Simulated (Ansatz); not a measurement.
Frequency calculation, with input and output: ZrPH4Cl3O

ZrPH4Cl3O, computed with RKS PBE0-D4/def2-SVP (Ansatz 0.2.0).

It belongs to a series of runs on one base structure; here: vibrations at the highest image of the band. Figures and captions count atoms from 1; the log counts them from 0 in places.

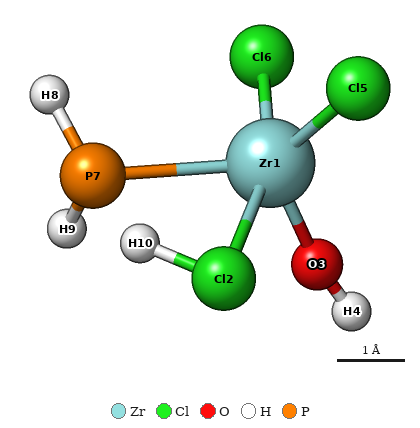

**Figure 1.** The input geometry (ball-and-stick view, seen at a tilt; atoms are numbered from 1 in the order of the input). Sticks mark near contacts.

## The input
```yaml
crystal:
  periodic: [false, false, false]
  atoms:
    - { symbol: Zr, position_ang: [-0.457915, -0.027487, -0.319908] }
    - { symbol: Cl, position_ang: [-0.105167, 1.458959, 2.093752] }
    - { symbol: O, position_ang: [1.116885, -0.948417, 0.140237] }
    - { symbol: H, position_ang: [1.993359, -1.321907, 0.245153] }
    - { symbol: Cl, position_ang: [-0.286581, 2.065488, -1.38556] }
    - { symbol: Cl, position_ang: [-1.404143, -1.349762, -2.006164] }
    - { symbol: P, position_ang: [-2.427129, -0.480089, 1.457151] }
    - { symbol: H, position_ang: [-3.662113, -0.735343, 0.805297] }
    - { symbol: H, position_ang: [-2.129113, -1.79276, 1.912823] }
    - { symbol: H, position_ang: [-1.374383, 0.867114, 2.292021] }
basis:
  gaussian: { orbitals: def2-SVP }
hamiltonian:
  xc: pbe0
  dispersion: d4
phonons: {}
```

Machine: 4 threads of Arm Neoverse N1, 24 GiB of memory available, shared host.

Command:
```bash
ansatz run input.yaml --threads 4 --pin off --max-ram 5120MiB --backend cpu --events-out ev --progress --plain --runs-dir out
```

## Log
```
Engine: ansatz 0.2.0, aarch64-unknown-linux-gnu
Functional definition: PBE0
  parameter a = 0.25
  parameter kappa = 0.804
  parameter beta = 0.06672455060314922
  exchange = (1 - a)*pbe_x(kappa = kappa, mu = beta*pi^2/3) + a*exact_x
  correlation = pbe_c(beta = beta)
1403 factors; integrals over basis functions are off by at most 2.3e-4 eV
mean field evaluation 1: about -50215.8782 eV, gradient 5.4e1 eV
mean field evaluation 2: about -50174.2185 eV, gradient 1.5e2 eV
mean field evaluation 4: about -50221.2356 eV, gradient 6.2e0 eV
mean field evaluation 8: about -50221.3884 eV, gradient 4.0e-1 eV
mean field evaluation 16: about -50221.3889 eV, gradient 6.3e-5 eV
mean field -50221.38891731 eV, -1845.6020014309 hartree, gradient 6.2e-5 eV, S^2 0.000000; 0 other end points of the search recorded, 0 dependent functions left out
the calculation of the forces begins
reference -50221.38898478 eV, -1845.6020039106 hartree; 45, 45 occupied and 92, 92 virtual orbitals, 1403 factors
these checks for a lower state are left out or cut short: stability, starts, cluster_reference, orbital_swaps, neighbouring_geometries, increment
1403 factors; integrals over basis functions are off by at most 2.3e-4 eV
mean field -50221.38880573 eV, -1845.6019973307 hartree, gradient 2.1e-6 eV, S^2 0.000000; 0 other end points of the search recorded, 0 dependent functions left out
[... from here on the field's lines of each further geometry are left out, up to the last ...]
the calculation of the forces begins
reference -50221.38898811 eV, -1845.6020040330 hartree; 45, 45 occupied and 92, 92 virtual orbitals, 1403 factors
these checks for a lower state are left out or cut short: stability, starts, cluster_reference, orbital_swaps, neighbouring_geometries, increment
1403 factors; integrals over basis functions are off by at most 2.3e-4 eV
mean field -50221.38889648 eV, -1845.6020006657 hartree, gradient 1.0e-6 eV, S^2 0.000000; 0 other end points of the search recorded, 0 dependent functions left out
the calculation of the forces begins
reference -50221.38896396 eV, -1845.6020031454 hartree; 45, 45 occupied and 92, 92 virtual orbitals, 1403 factors
WARN: phonons: modes at or below zero, which the zero-point energy, F, S and C_V leave out: 1, the lowest at -202.11 cm⁻¹. A minimum has none, and a first-order saddle one
Total energy: -50221.72217751 eV, -1845.6142485175 hartree
Atom 0 at    -0.457915    -0.027487    -0.319908 Å, force    -0.001434     0.001790    -0.001050 eV/Å
Atom 1 at    -0.105167     1.458959     2.093752 Å, force     0.001804     0.000987    -0.000852 eV/Å
Atom 2 at     1.116885    -0.948417     0.140237 Å, force     0.000743    -0.003039     0.004245 eV/Å
Atom 3 at     1.993359    -1.321907     0.245153 Å, force     0.000209     0.002214    -0.002304 eV/Å
Atom 4 at    -0.286581     2.065488    -1.385560 Å, force     0.000512     0.000135    -0.001284 eV/Å
Atom 5 at    -1.404143    -1.349762    -2.006164 Å, force    -0.000015     0.000783     0.000385 eV/Å
Atom 6 at    -2.427129    -0.480089     1.457151 Å, force     0.001395    -0.000381     0.002417 eV/Å
Atom 7 at    -3.662113    -0.735343     0.805297 Å, force     0.001438     0.000568     0.000024 eV/Å
Atom 8 at    -2.129113    -1.792760     1.912823 Å, force    -0.001516     0.001271    -0.000069 eV/Å
Atom 9 at    -1.374383     0.867114     2.292021 Å, force    -0.003137    -0.004328    -0.001513 eV/Å
Dipole moment:     0.270428    -0.374333     0.385550 e Å
Vibrations: -202.11 37.76 59.28 92.23 102.67 115.36 127.05 151.46 165.05 284.90 299.74 348.05 370.66 392.39 401.42 477.63 700.26 766.62 798.62 1069.09 1552.58 2449.55 2476.09 3993.47 cm⁻¹, zero-point energy 1.068243 eV
```

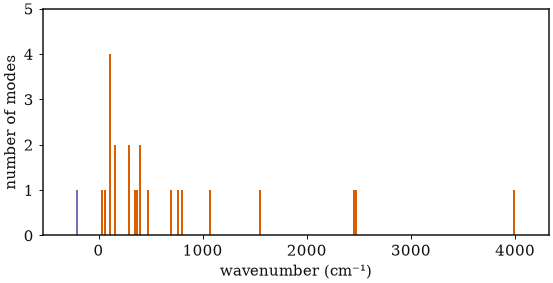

**Figure 2.** Harmonic vibrational wavenumbers from the force constants; neighbouring modes closer than 19 cm⁻¹ are counted in one stick, and imaginary ones are drawn at negative wavenumbers. 24 modes from 202i to 3993 cm⁻¹, 1 imaginary beyond 8i (202i cm⁻¹): a first-order saddle point, if the geometry is stationary.

## Summary

- outcome: converged
- total energy: −50221.7222 eV
- mean-field energy: −50221.3890 eV
- largest force (length of the vector): 0.006 eV/Å
- wall time: 3.8 min (CPU time 14 min)
- peak memory: 0.41 GiB
